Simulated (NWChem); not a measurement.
**One shape, several levels: C2HBF (SMILES [C]#CBF)**

We compute a comparison of 3 runs (UHF/STO-3G, UHF/3-21G, UB3LYP/6-31G*) of C2HBF. 

Program for the calculation: NWChem 7.3.0.

## 1. Starting point

C2HBF: 5 atoms, total charge 0, spin state doublet. As SMILES, `[C]#CBF`. Geometry: relaxed at GFN2-xTB.

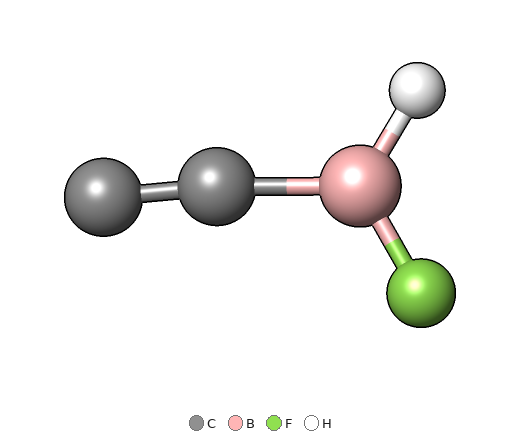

The structure, seen from a chosen angle (carbon grey, boron pink, fluorine green, hydrogen white).

## 2. Energy and forces at UHF/STO-3G (run 1)

run.py reads:

```python
from ase import Atoms
from ase.calculators.nwchem import NWChem

molecule = Atoms(['C', 'C', 'B', 'F', 'H'], positions=[
    [1.058500, -1.069460, 1.493050],
    [0.496030, -0.402700, 0.663670],
    [-0.283370, 0.325850, -0.413980],
    [-1.174790, -0.318040, -1.118520],
    [-0.096370, 1.464350, -0.624220],
])

calc = NWChem(
    label='struct',
    theory='scf',
    memory='2200 mb',
    basis='STO-3G',
    basispar='spherical bse',
    scf={'nopen': '1', 'uhf': None, 'thresh': '1e-08', 'maxiter': '80'},
)
molecule.calc = calc

forces = molecule.get_forces()
print("Total energy (eV):", round(molecule.get_potential_energy(), 6))
print("forces (eV/A):")
for s, f in zip(molecule.symbols, forces):
    print(f"{s:2s} {f[0]:10.5f} {f[1]:10.5f} {f[2]:10.5f}")
```

Launch:

```console
$ export ASE_NWCHEM_COMMAND="nwchem PREFIX.nwi > PREFIX.nwo"
$ python run.py
```

The log of the run:

```text
Total energy (eV): -5379.535573
forces (eV/A):
C     1.27429   -1.32278    1.81057
C    -1.02119    0.99471   -1.42789
B    -0.51401    0.16090   -0.59428
F     0.32560    0.32360    0.22471
H    -0.06474   -0.15643   -0.01316
```

The calculator wrote struct.nwi:

```
title "struct"

permanent_dir struct

scratch_dir struct

start struct

geometry units angstrom nocenter noautosym noautoz
  C  1.0585000000000000e+00 -1.0694600000000001e+00 1.4930500000000000e+00
  C  4.9603000000000003e-01 -4.0270000000000000e-01 6.6366999999999998e-01
  B  -2.8337000000000001e-01 3.2584999999999997e-01 -4.1398000000000001e-01
  F  -1.1747900000000000e+00 -3.1803999999999999e-01 -1.1185200000000000e+00
  H  -9.6369999999999997e-02 1.4643500000000000e+00 -6.2422000000000000e-01
end

memory 2200 mb

basis spherical bse noprint
   * library STO-3G
end

scf
  nopen 1
  uhf
  thresh 1e-08
  maxiter 80
end

task scf gradient
```

struct.nwo (excerpt; [...] marks lines left out):

```text
[...]
      One electron energy =   -425.689009768468
[... 1 line left out ...]
 Nuclear repulsion energy =     76.928403165569
[... 33 lines left out ...]
          Final beta eigenvalues
[... 170 lines left out ...]
                     UHF Final Beta Molecular Orbital Analysis
[...]
  wavefunction    =   UHF
                         UHF ENERGY GRADIENTS
    atom               coordinates                        gradient
                 x          y          z           x          y          z
   1 C       2.000275  -2.020986   2.821455   -0.024781   0.025724  -0.035210
   2 C       0.937361  -0.760993   1.254154    0.019859  -0.019344   0.027768
   3 B      -0.535492   0.615767  -0.782309    0.009996  -0.003129   0.011557
   4 F      -2.220031  -0.601008  -2.113696   -0.006332  -0.006293  -0.004370
   5 H      -0.182113   2.767220  -1.179605    0.001259   0.003042   0.000256
[...]
```

Run time: 3 s. Hardware: 1 thread of Intel Xeon Platinum 8488C (Sapphire Rapids), shared host; peak memory 0.1 GiB.

## 3. Energy and forces at UHF/3-21G (run 2)

geom.nw reads:

```
echo
start geom
title "C2HBF"
memory 2200 mb
charge 0

geometry noautosym nocenter noautoz
 C     1.058500   -1.069460    1.493050
 C     0.496030   -0.402700    0.663670
 B    -0.283370    0.325850   -0.413980
 F    -1.174790   -0.318040   -1.118520
 H    -0.096370    1.464350   -0.624220
end

basis spherical bse
 C library 3-21G
 B library 3-21G
 F library 3-21G
 H library 3-21G
end

scf
 doublet
 uhf
 thresh 1e-08
 maxiter 80
end

task scf gradient
```

Launch:

```console
$ nwchem geom.nw > geom.out
```

The log of the run:

```text
[...]
  functions       =    38
[...]
  wavefunction    = UHF
[...]
         Total SCF energy =   -199.267493541664
      One electron energy =   -425.207276360230
      Two electron energy =    149.011379652997
 Nuclear repulsion energy =     76.928403165569
                       Sz =      0.5000
                 Sz(Sz+1) =      0.7500
                      S^2 =      1.2004
[...]
                         UHF ENERGY GRADIENTS
    atom               coordinates                        gradient
                 x          y          z           x          y          z
   1 C       2.000275  -2.020986   2.821455   -0.024215   0.023623  -0.033860
   2 C       0.937361  -0.760993   1.254154    0.021127  -0.017691   0.028499
   3 B      -0.535492   0.615767  -0.782309   -0.030277  -0.021380  -0.024140
   4 F      -2.220031  -0.601008  -2.113696    0.032054   0.019983   0.026487
   5 H      -0.182113   2.767220  -1.179605    0.001311  -0.004536   0.003014
[...]
```

It took 3.3 s on 1 thread of Intel Xeon Platinum 8488C (Sapphire Rapids), shared host; peak memory 0.1 GiB.

## 4. Energy and forces at UB3LYP/6-31G(d) (Cartesian functions) (run 3)

nw.nw reads:

```
start nw
memory stack 880 mb heap 220 mb global 1100 mb
geometry units angstrom noautosym nocenter noautoz
   C        1.058500      -1.069460       1.493050
   C        0.496030      -0.402700       0.663670
   B       -0.283370       0.325850      -0.413980
   F       -1.174790      -0.318040      -1.118520
   H       -0.096370       1.464350      -0.624220
end
basis cartesian
   * library 6-31G*
end
dft
   xc b3lyp
   mult 2
   grid xfine
   convergence energy 1e-08
   maxiter 100
   mulliken
   print low
end
task dft gradient
```

Launch:

```console
$ nwchem nw.nw > nw.out
```

The log of the run:

```text
[...]
 d= 0,ls=0.0,diis     1   -201.2823573314 -2.78D+02  9.55D-03  1.63D-01     1.9
[...]
 d= 0,ls=0.0,diis    17   -201.3720285768 -7.56D-10  4.31D-07  6.17D-11    30.6
[...]
         Total DFT energy =     -201.372028576815
      One electron energy =     -427.147980156804
           Coulomb energy =      174.532626384690
    Exchange-Corr. energy =      -25.685077970271
 Nuclear repulsion energy =       76.928403165569
[...]
      Total Density - Mulliken Population Analysis
     ---------------------------------------------
    Atom       Charge   Shell Charges
 -----------   ------   -------------------------------------------------------
    1 C    6     6.14   1.99  0.74  1.79  0.72  0.92 -0.02
    2 C    6     5.90   1.99  0.72  2.00  0.59  0.61 -0.02
    3 B    5     4.75   1.99  0.57  1.40  0.37  0.31  0.11
    4 F    9     9.17   1.99  0.97  3.33  0.86  1.93  0.08
    5 H    1     1.04   0.53  0.51
[...]
      <S2> =      0.7709 (Exact =     0.7500)
                         DFT ENERGY GRADIENTS
    atom               coordinates                        gradient
                 x          y          z           x          y          z
   1 C       2.000275  -2.020986   2.821455   -0.019255   0.022079  -0.028109
   2 C       0.937361  -0.760993   1.254154    0.015686  -0.018599   0.023127
   3 B      -0.535492   0.615767  -0.782309   -0.007441   0.000136  -0.007886
   4 F      -2.220031  -0.601008  -2.113696    0.012004   0.007305   0.009993
   5 H      -0.182113   2.767220  -1.179605   -0.000994  -0.010921   0.002876
 Task  times  cpu:       33.7s     wall:       33.7s
 Total times  cpu:       33.7s     wall:       33.7s
```

Wall time 35 s (1 thread of Intel Xeon Platinum 8488C (Sapphire Rapids), shared host); peak memory 0.13 GiB.

## 5. All runs side by side

```
run                                level  Cartesian functions  iteration cap  energy (Eh)  dipole moment (D)  HOMO energy (eV)  LUMO energy (eV)  wall time
  1                           UHF/STO-3G                   no             80  -197.694288               0.41             -9.51              5.52        3 s
  2                            UHF/3-21G                   no             80  -199.267494               1.07            -11.70              1.39      3.3 s
  3  UB3LYP/6-31G* (Cartesian functions)                  yes            100  -201.372029                  –                 –                 –       35 s
```

## 6. What came out

```
                       quantity          value
            run 3: total energy  -201.37203 Eh
                    run 3: ⟨S²⟩          0.771
run 3: largest force on an atom     2.088 eV/Å
```

**Reading.** In run 1 the basis is minimal, so the values are rough. Spin contamination of the reference: run 1 ⟨S²⟩ = 1.28, run 2 ⟨S²⟩ = 1.20. All runs together took 41 s, the longest 35 s.
